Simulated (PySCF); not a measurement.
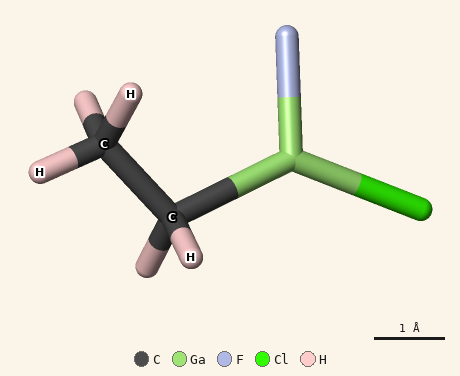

This is the input geometry for a relaxation of C$_{2}$H$_{5}$ClFGa. A stick model, seen at a tilt.

The start comes from GFN2-xTB. Its atoms were then displaced at random by about 0.01 Å.

Level of theory: PySCF 2.14.0, density-fitted response routines, PBE0-D3(BJ)/def2-SVP geometry optimisation, gas phase.

```xyz
10

C    -1.3139    0.0641    0.1824
C    -0.1144   -0.6475    0.6984
Ga    1.5913    0.3156    0.0595
F     1.2767    1.7474   -0.9271
Cl    3.6730    0.0096    0.3035
H    -1.3351    0.1256   -0.9137
H    -1.3457    1.1153    0.5410
H    -2.2267   -0.4092    0.5044
H    -0.0652   -1.6673    0.3560
H    -0.0896   -0.6745    1.8031
```

Q: Predict the outcome.

A: Cl5 moves most after the best rigid fit: 0.26 Å. Largest moves by element: Cl 0.26 Å, F 0.20 Å, H 0.16 Å, C 0.12 Å, Ga 0.09 Å. Near-neighbour distances that change, for instance: C2–Ga3 2.060 → 1.951 Å, C1–C2 1.487 → 1.524 Å, Ga3–Cl5 2.118 → 2.143 Å, C1–H8 1.077 → 1.102 Å. Bond angles that change, for instance: C2–Ga3–Cl5 135.3° → 126.0°, C2–Ga3–F4 113.9° → 121.7°, C1–C2–Ga3 109.7° → 114.8°. The energy falls by 14.7 kJ/mol in 7 geometry steps. Cost: 44 s on 1 thread of Arm Neoverse V2 (shared host).

History of the run:

```
step  E − E(0), kJ/mol
   0              0.00
   1            -12.29
   2            -14.30
   3            -14.63
   4            -14.71
   5            -14.71
   6            -14.71
   7            -14.72
```

Final geometry:

```xyz
10

C    -1.3694    0.0674    0.2071
C    -0.0508   -0.5642    0.6361
Ga    1.5446    0.3685    0.0109
F     1.4412    1.7753   -1.0297
Cl    3.5704   -0.1443    0.4840
H    -1.4633    0.1222   -0.8877
H    -1.4765    1.0932    0.5904
H    -2.2261   -0.5148    0.5825
H     0.0407   -1.6046    0.2801
H     0.0397   -0.6197    1.7340
```

The end point in the same view:

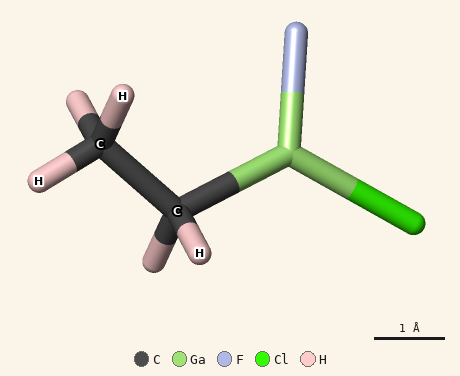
